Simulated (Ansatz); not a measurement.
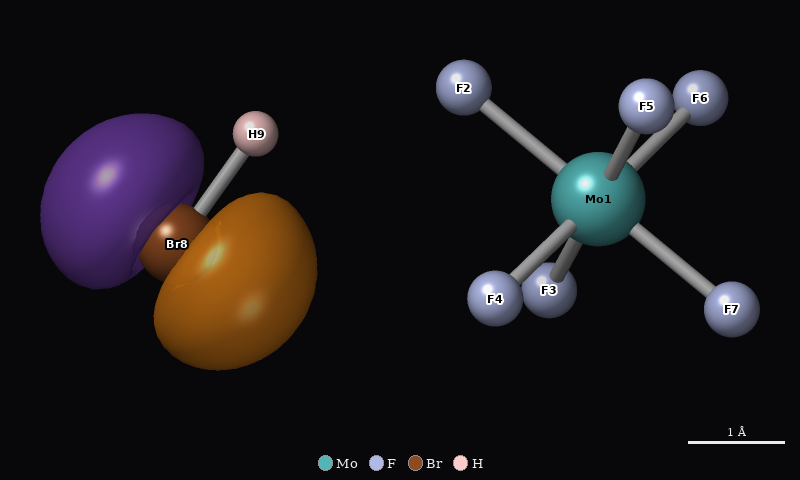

F6Mo···HBr. The HOMO−1 at ±0.2 Å⁻³ᐟ² (orange and purple are the two phases), seen at a tilt.

Core potentials replace the inner electrons of Mo.

Method: Ansatz 0.2.0, RKS PBE/def2-SVP.

```csv
atom,x (Å),y (Å),z (Å)
Mo,-0.1841,-0.1839,-0.2400
F,0.0682,0.0843,1.5779
F,1.6401,-0.1918,-0.4837
F,-0.2182,1.6383,-0.4958
F,-2.0079,-0.1801,0.0227
F,-0.1543,-2.0057,0.0348
F,-0.4368,-0.4524,-2.0426
Br,2.4722,2.5358,2.2740
H,1.4964,1.5428,2.6271
```

Where does this orbital lie, and at what energy?

Answer. It lies mainly on Br8 (about 95 %); largely a lone pair of Br8. Its energy is −7.19 eV.
